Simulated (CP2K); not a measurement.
# BH2F (SMILES BF): GFN2-xTB

Aim: the vertical ionisation energy of BH2F at GFN2-xTB, from 2 runs. 

The results are computed with CP2K 2026.2.

### 1 The structure to begin with

BH2F: 4 atoms, total charge 0, spin state singlet. SMILES: `BF`. Geometry: relaxed at PBE0-D4/def2-TZVP.

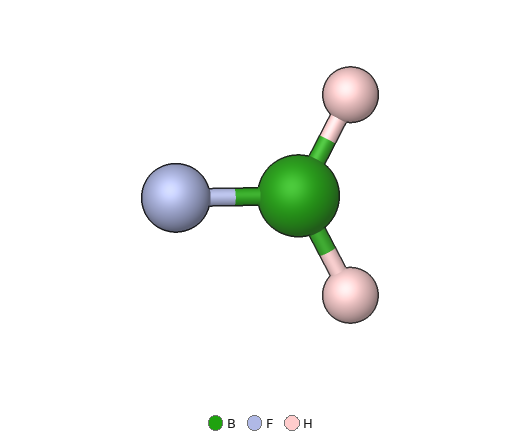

Viewed from a chosen angle; boron green, fluorine light blue, hydrogen pink.

### 2 The energy at GFN2-xTB

Contents of qs.inp:

```
&FORCE_EVAL
 METHOD QUICKSTEP
 &DFT
  CHARGE 0
  MULTIPLICITY 1
  &QS
   METHOD XTB
   EPS_DEFAULT 1.0E-10
   &XTB
    GFN_TYPE TBLITE
    &TBLITE
     METHOD GFN2
    &END TBLITE
    CHECK_ATOMIC_CHARGES F
   &END XTB
  &END QS
  &POISSON
   PERIODIC NONE
   POISSON_SOLVER ANALYTIC
  &END POISSON
  &SCF
   SCF_GUESS ATOMIC
   EPS_SCF 1.0E-06
   MAX_SCF 150
   ADDED_MOS 8
   &DIAGONALIZATION
    ALGORITHM STANDARD
   &END DIAGONALIZATION
   &MIXING
    METHOD DIRECT_P_MIXING
    ALPHA 0.4
   &END MIXING
  &END SCF
  &PRINT
   &MOMENTS
    PERIODIC F
    REFERENCE COM
    MAX_MOMENT 1
   &END MOMENTS
   &MO ON
    ENERGIES T
    OCCUPATION_NUMBERS T
    NDIGITS 6
    &EACH
     QS_SCF 0
    &END EACH
    ADD_LAST NUMERIC
   &END MO
   &HIRSHFELD OFF
   &END HIRSHFELD
  &END PRINT
 &END DFT
 &SUBSYS
  &CELL
   ABC [angstrom] 14.1 13.5 13.5
   PERIODIC NONE
  &END CELL
  &COORD
   B     -0.027300    -0.004000    -0.030800
   F      1.061200    -0.296700     0.649900
   H     -1.012500    -0.649100     0.186200
   H      0.034200     0.889600    -0.825600
  &END COORD
  &TOPOLOGY
   &CENTER_COORDINATES
   &END CENTER_COORDINATES
  &END TOPOLOGY
 &END SUBSYS
&END FORCE_EVAL
&GLOBAL
 PROJECT qs
 RUN_TYPE ENERGY
 PRINT_LEVEL MEDIUM
&END GLOBAL
```

On the command line:

```console
$ OMP_NUM_THREADS=1 cp2k.psmp -i qs.inp -o qs.out
```

Output:

```text
CP2K| version string:                                       CP2K version 2026.2
[...]
 GLOBAL| Method name                                                        CP2K
[...]
 GLOBAL| Run type                                                         ENERGY
[...]
                             - Atoms:                                          4
[...]
                             - Spherical basis functions:                     10
[...]
 Number of electrons:                                                         12
[...]
  *** SCF run converged in    13 steps ***
[...]
  Fermi energy:                                                -0.30090687544159
[...]
 TB_DIPOLE| Moment [Debye]         -0.90044631       0.24201578      -0.56297534
 TB_DIPOLE| Derivative [a.u.]       0.00000000       0.00000000       0.00000000
[...]
 ENERGY| Total FORCE_EVAL ( QS ) energy [hartree]             -7.024217261363847
[...]
```

Wall time 0.22 s (1 thread of Arm Neoverse V2, shared host).

### 3 The doublet cation, same level

Contents of molecule.inp:

```
&GLOBAL
  PROJECT_NAME molecule
  RUN_TYPE ENERGY
  PRINT_LEVEL MEDIUM
&END GLOBAL

&FORCE_EVAL
  METHOD QS
  &DFT
    CHARGE 1
    MULTIPLICITY 2
    UKS T
    &QS
      METHOD XTB
      EPS_DEFAULT 1.0E-10
      &XTB
        GFN_TYPE TBLITE
        &TBLITE
          METHOD GFN2
        &END TBLITE
        CHECK_ATOMIC_CHARGES F
      &END XTB
    &END QS
    # no periodic images
    &POISSON
      PERIODIC NONE
      POISSON_SOLVER ANALYTIC
    &END POISSON
    &SCF
      SCF_GUESS ATOMIC
      EPS_SCF 1.0E-06
      MAX_SCF 150
      ADDED_MOS 8
      &DIAGONALIZATION
        ALGORITHM STANDARD
      &END DIAGONALIZATION
      &MIXING
        METHOD DIRECT_P_MIXING
        ALPHA 0.4
      &END MIXING
      &SMEAR ON
        METHOD FERMI_DIRAC
        ELECTRONIC_TEMPERATURE [K] 300
        FIXED_MAGNETIC_MOMENT 1.0
      &END SMEAR
    &END SCF
    # extra output
    &PRINT
      &MOMENTS
        PERIODIC F
        REFERENCE COM
        MAX_MOMENT 1
      &END MOMENTS
      &MO ON
        ENERGIES T
        OCCUPATION_NUMBERS T
        NDIGITS 6
        &EACH
          QS_SCF 0
        &END EACH
        ADD_LAST NUMERIC
      &END MO
      &HIRSHFELD OFF
      &END HIRSHFELD
    &END PRINT
  &END DFT
  # atoms, cell and kinds
  &SUBSYS
    # box in angstrom
    &CELL
      ABC [angstrom] 14.1 13.5 13.5
      PERIODIC NONE
    &END CELL
    &COORD
      B     -0.027300    -0.004000    -0.030800
      F      1.061200    -0.296700     0.649900
      H     -1.012500    -0.649100     0.186200
      H      0.034200     0.889600    -0.825600
    &END COORD
    &TOPOLOGY
      &CENTER_COORDINATES
      &END CENTER_COORDINATES
    &END TOPOLOGY
  &END SUBSYS
&END FORCE_EVAL
```

On the command line:

```console
$ OMP_NUM_THREADS=1 cp2k.psmp molecule.inp > molecule.out
```

Output:

```text
CP2K| version string:                                       CP2K version 2026.2
[...]
 GLOBAL| Method name                                                        CP2K
[...]
 GLOBAL| Run type                                                         ENERGY
[...]
 *** WARNING in qs_environment.F:2191 :: More ADDED_MOs requested for beta ***
 *** spin than available.                                                  ***
[...]
                             - Atoms:                                          4
[...]
                             - Spherical basis functions:                     10
[...]
 Number of electrons:                                                          6
[...]
  *** SCF run converged in    20 steps ***
[...]
  Fermi energy:                                                -0.71371552380395
[...]
 TB_DIPOLE| Moment [Debye]         -3.84928353       1.03535512      -2.40748555
 TB_DIPOLE| Derivative [a.u.]       0.00000000       0.00000000       0.00000000
[...]
 ENERGY| Total FORCE_EVAL ( QS ) energy [hartree]             -6.434330090633098
[...]
```

Wall time 0.24 s (1 thread of Arm Neoverse V2, shared host).

### 4 What came out

Level: GFN2-xTB.

```
                                               quantity         value
                             singlet BH2F: total energy   -7.02422 Eh
singlet BH2F: dipole moment (from atomic charges alone)        1.09 D
                              singlet BH2F: HOMO energy     -12.05 eV
                              singlet BH2F: LUMO energy      -7.27 eV
                            singlet BH2F: HOMO–LUMO gap       4.77 eV
                        singlet BH2F: dispersion energy  -1.70 kJ/mol
                           doublet cation: total energy   -6.43433 Eh
     doublet cation: HOMO energy (highest over α and β)     -20.81 eV
      doublet cation: LUMO energy (lowest over α and β)     -20.21 eV
                      doublet cation: dispersion energy  -0.80 kJ/mol
     vertical ionisation energy (to the doublet cation)     16.052 eV
```

What this shows: The vertical ionisation energy comes to 16.05 eV (1549 kJ/mol). No empirical shift is applied, and without it xTB methods put this difference several eV too high. The dipole (singlet BH2F) comes from point charges on the atoms alone, without atomic dipoles, so it is partial.
